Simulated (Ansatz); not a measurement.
**Ti2SiO4: from the start to rest**

The start is Ti2SiO4, a borrowed structure type, volume estimated. Where does it settle when we relax cell and atoms, and what is it like there?

Method: DFT, PBE, with U_eff = 6.78 eV on Ti d, collinear spin, plane waves, PAW, in Ansatz 0.2.0.

## Step 1: The system as given

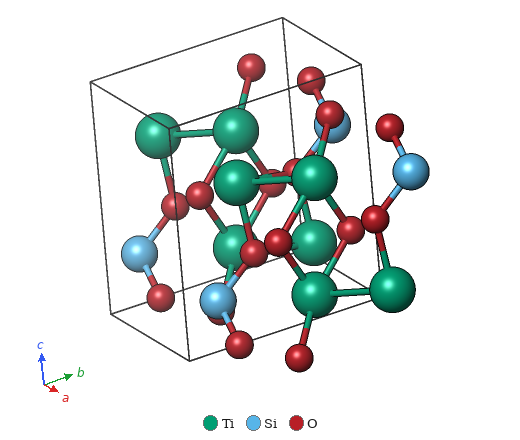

The cell, seen slightly off an axis (titanium teal, silicon blue, oxygen red). 2×1×1 cells are drawn.

It takes space group Fddd (No. 70, orthorhombic). Conventional cell: a = 5.795 Å, b = 9.743 Å, c = 11.349 Å, α = 90.00°, β = 90.00°, γ = 90.00°. Ti (site symmetry 2) has 4 O at 2.02 to 2.14 Å as nearest neighbours. Around Si (site symmetry 222) lie 4 O at 1.66 Å. O (site symmetry 1) has 1 Si at 1.66 Å and 2 Ti at 2.02 to 2.14 Å as nearest neighbours.

Structure file:

```
Ti Si O
1.0
    -2.89729    0.00000    4.87143
     2.89729    0.00000    4.87143
     2.89729    5.67459    0.00000
Ti Si O
4 2 8
Direct
  0.48148 0.48148 0.25000
  0.76852 0.76852 0.25000
  0.51852 0.51852 0.75000
  0.23148 0.23148 0.75000
  0.12500 0.12500 0.25000
  0.87500 0.87500 0.75000
  0.32220 0.13860 0.09680
  0.13860 0.32220 0.40320
  0.26460 0.77460 0.40320
  0.77460 0.26460 0.09680
  0.67780 0.86140 0.90320
  0.86140 0.67780 0.59680
  0.73540 0.22540 0.59680
  0.22540 0.73540 0.90320
```

It starts from an earlier solution of the starting cell (checkpoint.read).

## Step 2: The relaxation

The input, input.yaml:

```yaml
crystal:
  lattice:
    - [-2.89729159, 0.0, 4.87142682]
    - [2.89729159, 0.0, 4.87142682]
    - [2.89729159, 5.67458993, 0.0]
  atoms:
    - { symbol: Ti, position: [0.48148, 0.48148, 0.25], spin: 1.0 }
    - { symbol: Ti, position: [0.76852, 0.76852, 0.25], spin: -1.0 }
    - { symbol: Ti, position: [0.51852, 0.51852, 0.75], spin: 1.0 }
    - { symbol: Ti, position: [0.23148, 0.23148, 0.75], spin: -1.0 }
    - { symbol: Si, position: [0.125, 0.125, 0.25] }
    - { symbol: Si, position: [0.875, 0.875, 0.75] }
    - { symbol: O, position: [0.3222, 0.1386, 0.0968] }
    - { symbol: O, position: [0.1386, 0.3222, 0.4032] }
    - { symbol: O, position: [0.2646, 0.7746, 0.4032] }
    - { symbol: O, position: [0.7746, 0.2646, 0.0968] }
    - { symbol: O, position: [0.6778, 0.8614, 0.9032] }
    - { symbol: O, position: [0.8614, 0.6778, 0.5968] }
    - { symbol: O, position: [0.7354, 0.2254, 0.5968] }
    - { symbol: O, position: [0.2254, 0.7354, 0.9032] }
kpoints:
  mp_grid: { grid: [4, 4, 4], shift: [0, 0, 0] }
magnetization:
  spin_polarized: true
scf:
  occupations: { method: fermi_dirac }
  lower_state_search: "off"
hamiltonian:
  pseudopotentials: { kind: paw }
  xc: pbe
  hubbard:
    projectors: all-electron-ortho-atomic
    sites: [{ species: Ti, l: d, u_eff: 6.78 }]
basis:
  ecutwfc: 420
  fft_grid_basis: typed
relax:
  max_steps: 40
  cell: { p_target: 0.0 }
output:
  forces: true
  stress: true
  eigenvalues: true
  bader: true
  populations: true
  elf: true
  write_potential: true
  volumetric_format: npy
  dos:
    e_range: [-12, 8]
    de: 0.05
    projected: { site_lists: { O: [O], Si: [Si], Ti: [Ti] } }
checkpoint:
  read: saved_state
```

The run is started by

```
$ ansatz run input.yaml --threads 2 --pin off --max-ram 4096MiB --backend cpu --events-out ev --progress --plain --runs-dir out
```

Standard output, shortened:

```text
Warning: checkpoint.read: basis.xc_grid differs: saved 1, current 2 (points along each axis for each point of the dense box; where the key is left out runs that use forces, runs that use the stress, dielectric runs by a finite field, finite-displacement phonons, runs of [...]
Warning: RAYON_NUM_THREADS=2 ignored (pool sized by the plan → 2); use --threads N
Ti: projections on atomic orbitals take those of the free atom [Ne] 3s2 3p6 3d2 4s2, of charge +0.00 (hamiltonian.pseudopotentials.projection_atoms); the dataset's partial waves leave at most 4.1e-7 of an orbital's norm unspanned inside its sphere
Si: projections on atomic orbitals take those of the free atom [Ne] 3s2 3p2, of charge +0.00 (hamiltonian.pseudopotentials.projection_atoms); the dataset's partial waves leave at most 6.1e-8 of an orbital's norm unspanned inside its sphere
O: projections on atomic orbitals take those of the free atom [He] 2s2 2p4, of charge +0.00 (hamiltonian.pseudopotentials.projection_atoms); the dataset's partial waves leave at most 1.9e-8 of an orbital's norm unspanned inside its sphere
[...]
Pseudopotentials: kind: paw
Pseudopotential: Ti, paw, valence charge 12, recommended cutoff 420 eV (normal), Ti.paw.azcp
Pseudopotential: Si, paw, valence charge 4, recommended cutoff 420 eV (normal), Si.paw.azcp
Pseudopotential: O, paw, valence charge 6, recommended cutoff 420 eV (normal), O.paw.azcp
Functional definition: PBE
[...]
Crystal: 14 atoms, lattice volume = 160.182 Å³
Basis set: ecut = 420 eV, 3159 PW (Γ), exchange–correlation on 80×80×90 points (8 copies of the dense FFT grid, shifted against one another)
Bands: 68, of which v1, the nominal top of the filled ones, is band 52 counted from 1 (51 counted from 0)
Symmetry: 4 space group operations
Space group: C2/c (ITA 15), of the structure as read, at distance tolerance 5.4e-5 Å
Magnetic group: BNS 70.530 (UNI 628), of the structure as read, at distance tolerance 5.4e-5 Å
k-points: 24 of 64
[...]
Starting moments: Σ|m| = 4 μB on 4 of 14 sites; this step starts from the density that it was given
[...]
SCF iter   1: F=—  HF=-15809.338558 eV  |F-HF|=—  |Δ(HF+E_count)|=         —  Δρ=5.45e-3 (↑5.38e-3 ↓5.45e-3)  dr2=8.44e-3  dr2_m=1.58e-2  M=0.000 μB ∫|m|=7.548 μB  β_m=1.00  ethr=8.84e-6  ⟨swp⟩=2.2  Hψ=19362  notcnv=0
[...]
spin=Collinear: Resta preconditioning applied to the charge; magnetization (m = ρ↑ − ρ↓) channel mixes plain (no charge-response kernel on spin).
[...]
spin-set hold released at iteration 7 (site moments contracting): the magnetisation degrees of freedom join the quasi-Newton model from the next iteration; the mixer history was flushed
[...]
relax step   1: F+E_penalty+E_count = -15809.79206500 eV  Δ(F+E_penalty+E_count) = +0.000e0 eV  max|allowed force component| = 1.660e0 eV/Å  Δτ_max = 0.0000 Å  P = +15.090 GPa  Ω = 160.182 Å³  (9 SCF iters, dr2 threshold 1.00e-7 eV, accepted)
[...]
spin=Collinear: Resta preconditioning applied to the charge; magnetization (m = ρ↑ − ρ↓) channel mixes plain (no charge-response kernel on spin).
[...]
SCF iter   6: F=—  HF=-15811.427396 eV  |F-HF|=—  |Δ(HF+E_count)|=   6.85e-3  Δρ=3.90e-4 (↑3.90e-4 ↓3.90e-4)  dr2=3.19e-4  dr2_m=1.05e-4  M=0.000 μB ∫|m|=7.824 μB  β_m=0.96  ethr=8.65e-7  ⟨swp⟩=3.0  Hψ=6148  notcnv=0  defer=38
```

## Step 3: The output, continued

The log, continued, shortened:

```text
SCF iter   7: F=—  HF=-15811.433337 eV  |F-HF|=—  |Δ(HF+E_count)|=   5.94e-3  Δρ=2.30e-4 (↑2.30e-4 ↓2.30e-4)  dr2=1.71e-4  dr2_m=3.02e-5  M=0.000 μB ∫|m|=7.829 μB  β_m=0.98  ethr=3.07e-7  ⟨swp⟩=3.1  Hψ=6820  notcnv=0  defer=416
[...]
relax step   2: F+E_penalty+E_count = -15811.43453774 eV  Δ(F+E_penalty+E_count) = -1.642e0 eV  max|allowed force component| = 6.910e-1 eV/Å  Δτ_max = 0.1228 Å  P = +3.230 GPa  Ω = 174.826 Å³  energy of the carried Pulay correction = -5.269e-2 eV  (13 SCF iters, dr2 threshold 1.40e-6 eV, accepted)
[...]
relax step   5: F+E_penalty+E_count = -15812.19810021 eV  Δ(F+E_penalty+E_count) = -4.633e-2 eV  max|allowed force component| = 7.604e-1 eV/Å  Δτ_max = 0.1890 Å  P = +2.831 GPa  Ω = 170.315 Å³  energy of the carried Pulay correction = -3.695e-2 eV  (17 SCF iters, dr2 threshold 1.40e-6 eV, accepted)
[...]
relax step  14: F+E_penalty+E_count = -15812.48351763 eV  Δ(F+E_penalty+E_count) = -4.178e-3 eV  max|allowed force component| = 7.364e-3 eV/Å  Δτ_max = 0.0000 Å  P = +0.043 GPa  Ω = 174.492 Å³  stress off target by 6.80e-2 GPa  SCF on the basis re-selected at this cell (its energy is not [...]
relax step  15: F+E_penalty+E_count = -15812.48345932 eV  Δ(F+E_penalty+E_count) = +5.831e-5 eV  max|allowed force component| = 2.960e-4 eV/Å  Δτ_max = 0.0003 Å  P = +0.002 GPa  Ω = 174.514 Å³  energy of the carried Pulay correction = -7.837e-5 eV  (7 SCF iters, dr2 threshold 1.15e-8 eV, accepted)
[...]
spin=Collinear: Resta preconditioning applied to the charge; magnetization (m = ρ↑ − ρ↓) channel mixes plain (no charge-response kernel on spin).
[...]
SCF iter   5: F=—  HF=-15812.483549 eV  |F-HF|=—  |Δ(HF+E_count)|=   5.52e-9  Δρ=4.10e-7 (↑4.10e-7 ↓4.09e-7)  dr2=5.67e-10  dr2_m=8.10e-11  M=-0.000 μB ∫|m|=7.958 μB  β_m=0.95  ethr=1.00e-12  ⟨swp⟩=3.0  Hψ=6063  notcnv=0
```

[end of part 1 of 2]
